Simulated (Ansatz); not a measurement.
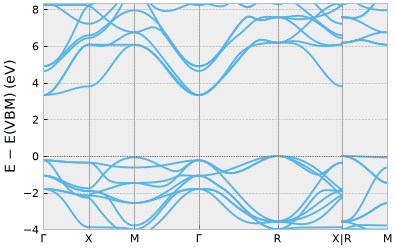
Fig. 1. Band structure from plane-wave PAW LDA (Ansatz code)

Read off the gap and where the band edges lie.

About 3.3 eV (3.32 eV by a search for the band edges); maximum at R, minimum at Γ.

The material is SrZrO3 (cubic perovskite, Pm-3m).

The first step of the workflow began from a Materials Project structure, measured or hypothetical; the Crystallography Open Database files this formula in space group No. 221, but the cells were not matched. Whether it is the stable phase at ambient conditions was not checked. The cell was relaxed with LDA under the symmetry of its start. At this level the phase is dynamically unstable (imaginary phonons). The run is not spin-polarised. Spin–orbit coupling is left out wherever it is not named.

Potentials: the later of the program's two PAW sets.
